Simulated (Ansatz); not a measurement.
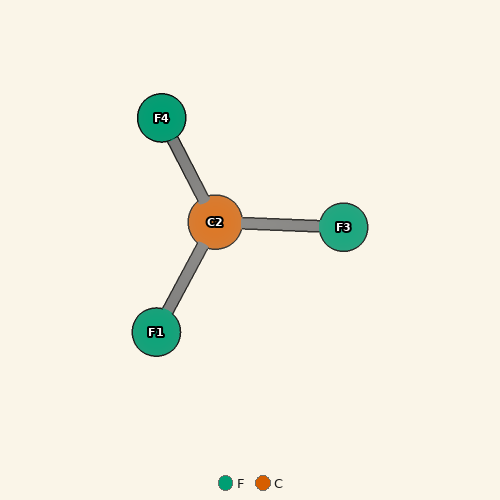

The system is CF₃, SMILES F[C](F)F, spin multiplicity 2; the picture shows the reference structure. First axis: umbrella angle at C2 (between each of its bonds and their common axis; 90 is planar). Second axis: change of the bonds C2–F1, C2–F3, C2–F4, all alike. Nothing is relaxed (all other coordinates rigid). Grid: 11 × 11 points; 66 points were computed and 55 follow by symmetry. Points are written as (first, second). Energies are in kJ/mol, from the lowest grid point. Theory: UKS wB97X-V/def2-SVP (Ansatz).

Its coordinates:

```xyz
4

F    -1.2302    0.0249    0.2663
C    -0.0397   -0.0598   -0.2884
F     0.6604   -1.0472    0.2282
F     0.6095    1.0821   -0.2061
```

The input of one point:

```yaml
crystal:
  periodic: [false, false, false]
  atoms:
    - { symbol: F, position_ang: [-1.231157, 0.025875, 0.271135] }
    - { symbol: C, position_ang: [-0.039717, -0.05978, -0.288439] }
    - { symbol: F, position_ang: [0.661861, -1.047665, 0.232966] }
    - { symbol: F, position_ang: [0.61091, 1.084417, -0.201876] }
magnetization:
  spin_polarized: true
  initial_magnetization: 1
basis:
  gaussian: { orbitals: def2-SVP }
hamiltonian:
  xc: { name: wB97X-V }
output:
  forces: true
```

Range: umbrella angle at C2 (between each of its bonds and their common axis; 90 is planar) from 60.5 to 119.5°; change of the bonds C2–F1, C2–F3, C2–F4, all alike from −0.145 to 0.224 Å.

**What will the energy surface look like?**

The lowest grid point is at (72.3°, 0.003 Å); the map holds 2 wells of about this depth. No other kind of well shows on this grid. The highest grid point, (60.5°, −0.145 Å), lies 522 kJ/mol above the lowest. On the interpolated surface the easiest way out of the lowest well to a well of about the same depth near (107.7°, 0.003 Å) passes a barrier of about 105 kJ/mol. Round the minimum the valley is somewhat tilted: raising the first coordinate shifts the best value of the second coordinate downwards (coupling k₁₂/√(k₁₁k₂₂) about 0.2).

```tsv
second ↓, first →	60.5	66.4	72.3	78.2	84.1	90.0	95.9	101.8	107.7	113.6	119.5
0.224	303	262	259	288	343	383	343	288	259	262	303
0.187	247	199	194	223	278	315	278	223	194	199	247
0.150	198	142	134	163	217	252	217	163	134	142	198
0.113	159	94	82	110	163	197	163	110	82	94	159
0.076	133	57	40	67	119	152	119	67	40	57	133
0.039	123	34	11	36	88	120	88	36	11	34	123
0.003	134	30	0	22	73	105	73	22	0	30	134
−0.034	171	49	10	29	80	113	80	29	10	49	171
−0.071	242	99	49	63	115	149	115	63	49	99	242
−0.108	356	187	123	132	184	221	184	132	123	187	356
−0.145	522	322	243	245	298	338	298	245	243	322	522
```

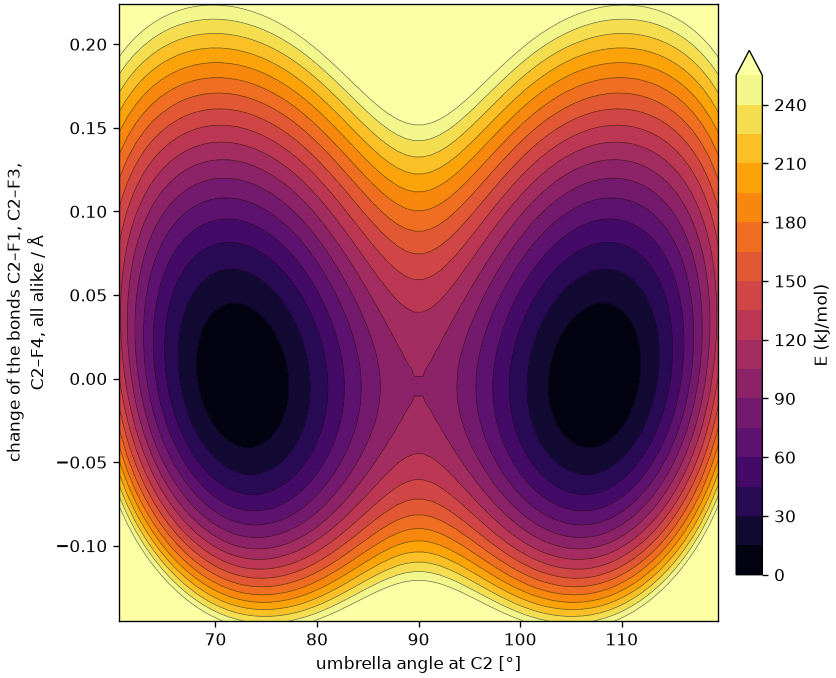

In the figure: filled contours, one colour for all values above the top of the scale. Between grid points the surface is interpolated.

Time for the 66 points that were run: 9.5 min on 1 thread of Arm Neoverse V1, on a shared host.
